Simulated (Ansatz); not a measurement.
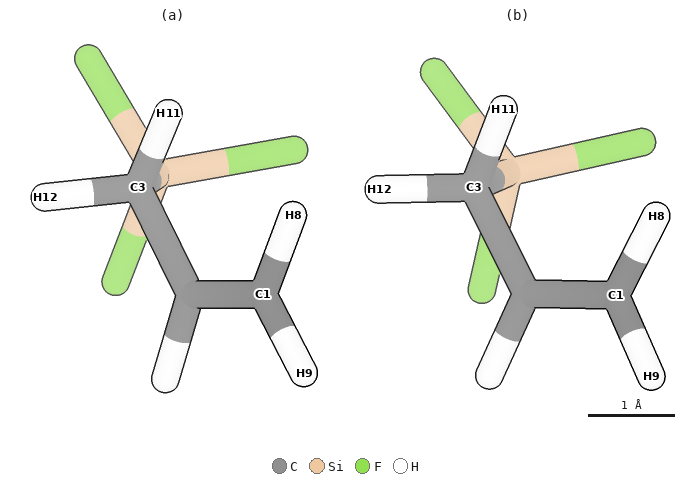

The structure of C3H5F3Si (coarse preliminary run) before (left) and after (right) a relaxation, at one scale.

Style: stick. Shown from a free direction.

The start comes from a force field.

Computed with Ansatz, RKS PBE-D4/def2-SVP. Set-up: force threshold 0.03 eV/Å; at most 200 steps.

> Describe what moved and what it gained.

After 8 accepted moves (9 points after the start) the energy has fallen by 0.292 eV. Largest force component: 3.3 eV/Å at the start, 0.028 eV/Å at the end. The line search rejected the trial step at point 3 of the run. The largest move after the best rigid fit is that of an H atom, 0.29 Å. Largest moves by element: H 0.29 Å, F 0.28 Å, C 0.19 Å, Si 0.13 Å. Among the contacts that change: F–Si 1.561 → 1.621 Å, C–H 1.059 → 1.103 Å, F–Si 1.657 → 1.619 Å, C–C 1.535 → 1.505 Å. Bond angles that change, for instance: C–C–H 103.8° → 111.5°, Si–C–H 112.7° → 108.0°, C–Si–F 107.4° → 111.9°. The run took 14 s on 4 threads of Arm Neoverse V2, with other jobs on the host.
